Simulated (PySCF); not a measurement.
**C3H11B3O: excited-state calculation**

System: C3H11B3O.
Method: TDDFT PBE0/def2-SVPD, vertical, gas phase, core orbitals frozen in the response (PySCF 2.14.0).

The geometry comes from this level: GFN2-xTB. It belongs to a series of runs on one base structure; here: constitutional isomer.

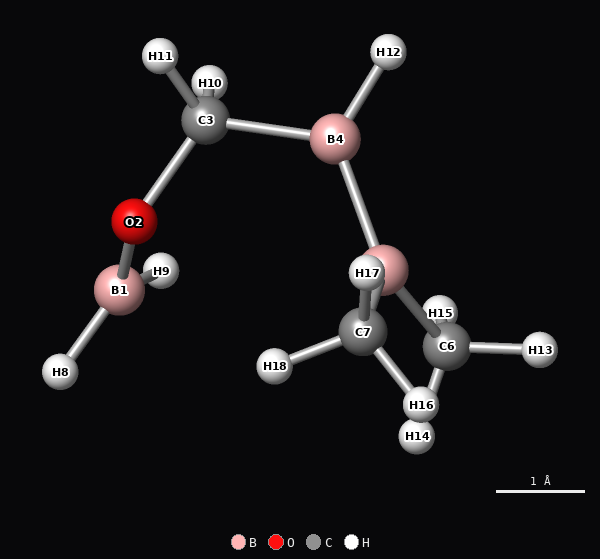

The structure (ball-and-stick view, seen at a tilt; atoms are numbered from 1 in the order of the input).

Key numbers

```csv
quantity,value
outcome,converged
total energy,−270.182990 hartree
HOMO,−7.85 eV
LUMO,−1.36 eV
dipole moment,1.45 D
mean polarisability,83.09 a.u.
lowest singlet excitation,4.83 eV
hardware,"1 CPU thread, shared host"
wall time,88 s
peak memory,0.86 GiB
```

Input file
```
{"job": {"kind": "uv", "xc": "PBE0", "basis": "def2-SVPD", "nstates": 8, "ntriplets": 3}, "charge": 0, "multiplicity": 1}
B      2.152986    -0.101387    -1.420587
O      1.961551     0.365757    -0.205549
C      1.623187    -0.430513     0.924786
B      0.071562    -0.552345     1.234306
B     -1.027956     0.074654     0.196009
C     -1.660026    -0.788425    -0.977353
C     -1.473232     1.594788     0.250056
H      2.387978     0.702160    -2.243100
H      2.113452    -1.256701    -1.678789
H      2.026986    -1.445795     0.793027
H      2.160187     0.005105     1.777176
H     -0.157113    -1.143069     2.223076
H     -2.693616    -1.022966    -0.720344
H     -1.698821    -0.233158    -1.912871
H     -1.155954    -1.732811    -1.168022
H     -2.410277     1.803670    -0.261637
H     -1.533662     2.004831     1.255958
H     -0.695991     2.162521    -0.264038
```

The first line tells a small driver script what to run in PySCF; the rest is the geometry in Å.

Launch command:
```bash
OMP_NUM_THREADS=1 python <driver script> task.json out
```

Log
```
coarse grid: 14424 points
cycle   1  E = -270.0457925335  dE =  4.266e-01  |g| = 6.248e-01  |ddm| = 6.090e+00
cycle   2  E = -269.9534677444  dE =  9.232e-02  |g| = 9.332e-01  |ddm| = 2.086e+00
cycle   3  E = -270.1326912809  dE = -1.792e-01  |g| = 1.328e-01  |ddm| = 1.119e+00
cycle   4  E = -270.1362130126  dE = -3.522e-03  |g| = 3.539e-02  |ddm| = 2.132e-01
cycle   5  E = -270.1365128902  dE = -2.999e-04  |g| = 7.449e-03  |ddm| = 5.831e-02
cycle   6  E = -270.1365288973  dE = -1.601e-05  |g| = 1.466e-03  |ddm| = 2.236e-02
cycle   7  E = -270.1365295167  dE = -6.194e-07  |g| = 3.535e-04  |ddm| = 4.046e-03
final grid: 137552 points
cycle   8  E = -270.1829629558  dE = -4.778e-05  |g| = 1.093e-02  |ddm| = 1.481e-01
cycle   9  E = -270.1829429708  dE =  1.998e-05  |g| = 1.519e-02  |ddm| = 3.625e-02
cycle  10  E = -270.1829892184  dE = -4.625e-05  |g| = 1.894e-03  |ddm| = 1.882e-02
cycle  11  E = -270.1829900294  dE = -8.110e-07  |g| = 2.466e-04  |ddm| = 2.511e-03
cycle  12  E = -270.1829900430  dE = -1.362e-08  |g| = 5.946e-05  |ddm| = 5.891e-04
cycle  13  E = -270.1829900441  dE = -1.082e-09  |g| = 1.608e-05  |ddm| = 1.964e-04
cycle  14  E = -270.1829900442  dE = -6.560e-11  |g| = 3.889e-06  |ddm| = 3.739e-05
```

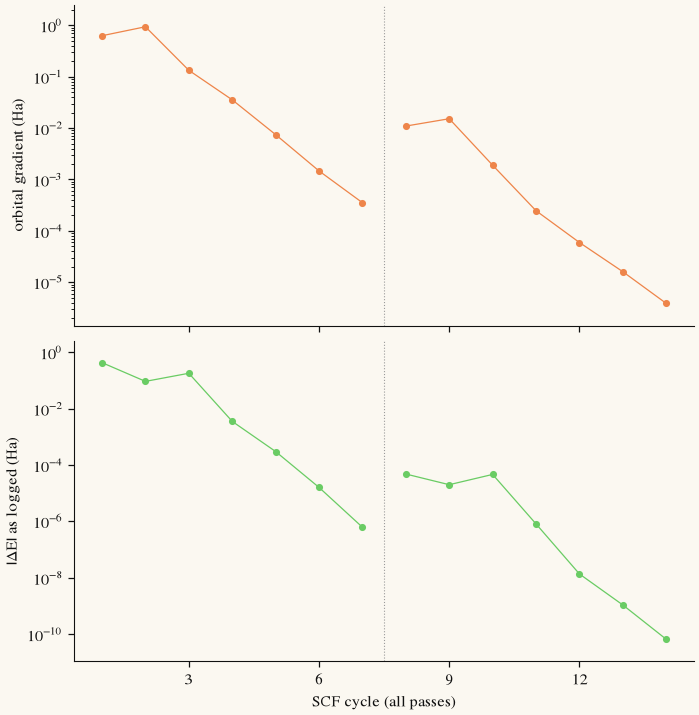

Convergence of the self-consistent field: orbital gradient and size of the energy change against the SCF cycle. The dotted line marks the change from a coarse to the final integration grid. The first 7 cycles use a coarse grid, the final grid takes over at cycle 8, and the field converges after 14 cycles in all.

```
converged SCF energy = -270.1829900442

Static polarisability (au): isotropic 83.087, principal 77.828 83.923 87.510

Singlet excitations
state   eV       nm        f      main configurations
  1   4.8286    256.8   0.00952   H->L 0.97
  2   5.3915    230.0   0.00746   H->L+1 0.96
  3   5.7554    215.4   0.00459   H-1->L 0.49, H-2->L 0.36, H-3->L 0.08
  4   5.9405    208.7   0.00535   H-2->L 0.41, H-1->L 0.34, H-1->L+2 0.12
  5   6.2531    198.3   0.01291   H-3->L+1 0.44, H-3->L 0.28, H-2->L+1 0.16
  6   6.3314    195.8   0.00414   H-1->L+2 0.36, H-1->L+1 0.24, H-1->L 0.12
  7   6.4262    192.9   0.02937   H-3->L 0.52, H-3->L+1 0.26
  8   6.5996    187.9   0.01136   H->L+2 0.74, H-1->L+1 0.20

Triplet excitations (Tamm-Dancoff, eV): 4.0725 4.6451 5.2174
```

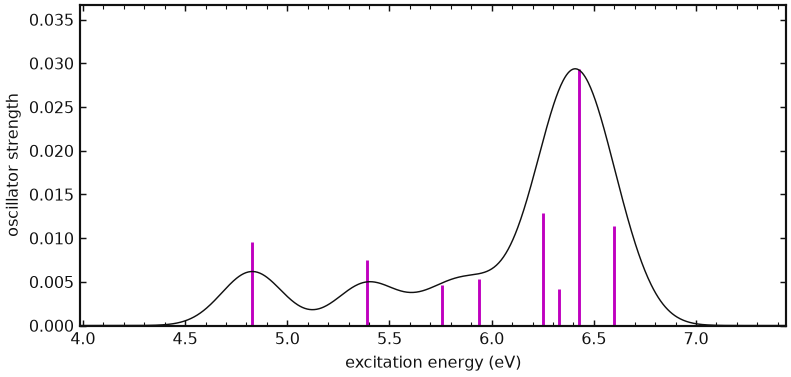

Computed excitations as sticks (degenerate states added up, dark ones marked on the axis), with a Gaussian envelope of 0.35 eV full width at half maximum, scaled to the tallest. Of the 8 states the lowest lies at 4.83 eV (f = 0.010); the strongest line is at 6.43 eV, or 193 nm (f = 0.029).

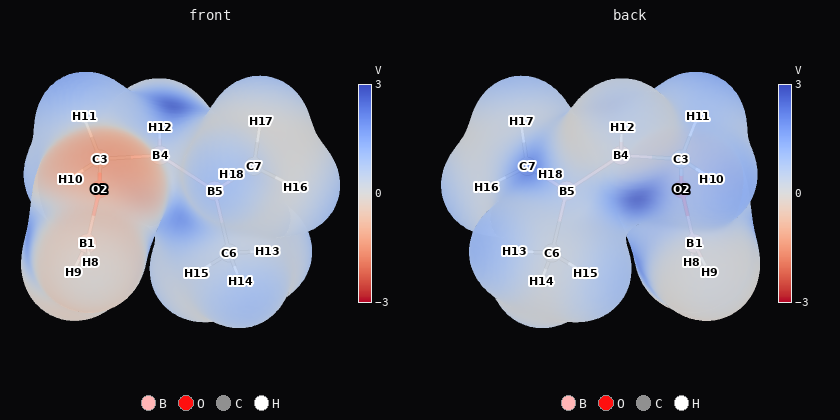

The molecular electrostatic potential painted on the density surface at 0.004 e/bohr³, seen face on and from behind; red is negative and blue positive. A positive charge is drawn to the negative regions and a negative charge to the positive ones. Its dipole moment is 1.45 D.

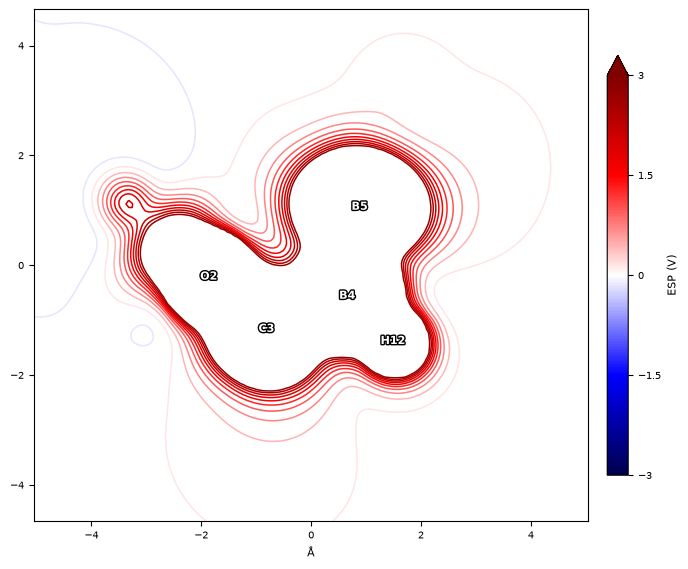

Electrostatic potential on the plane of atoms C3, B4 and H12.
